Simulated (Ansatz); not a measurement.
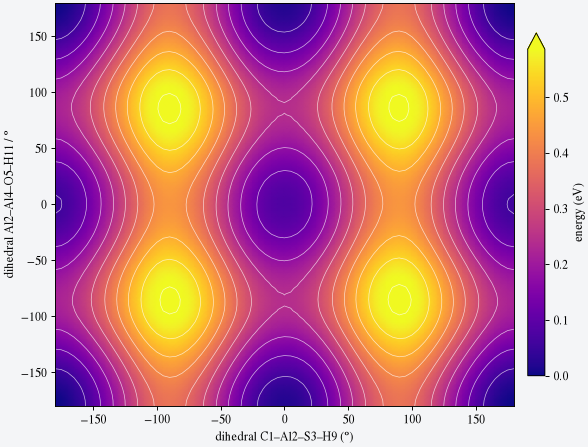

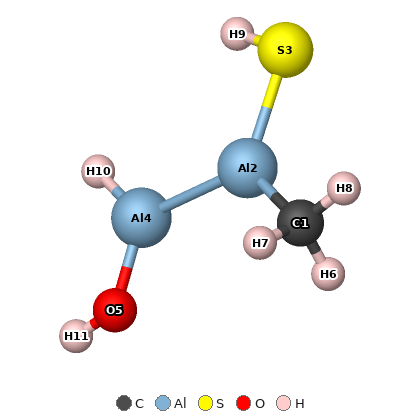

Energy landscape of CH₆Al₂OS, SMILES [CH3][Al]([SH])[AlH][OH]. Coordinates scanned: (1) dihedral C1–Al2–S3–H9; (2) dihedral Al2–Al4–O5–H11. Nothing is relaxed (all other coordinates rigid). The scan uses a 9 × 9 grid. Points are written as (first, second). Energies are in eV, from the lowest grid point. Level of theory: RKS B3LYP-D4/def2-SVP in Ansatz 0.2.0.

In the figure: a smooth colour map with a few white contour lines, one colour for all values above the top of the scale. Between grid points the surface is interpolated. The second picture is the structure at the lowest point.

Q: Summarise what can be read from the map.

A: The lowest grid point is at (−180°, −180°). Higher local minima lie near (20°, −180°) (0.054 eV above the lowest at that grid point); (−180°, 20°) (0.075 eV above the lowest at that grid point); (20°, 20°) (0.130 eV above the lowest at that grid point). The highest grid point, (100°, −100°), lies 0.586 eV above the lowest. On the interpolated surface the easiest way out of the lowest well to the well at about (−180°, 0°) passes a barrier of about 0.22 eV. Round the minimum the two coordinates are nearly uncoupled.

The whole map (81 points run) took 19 min on 1 thread of Arm Neoverse N1, on a shared host.
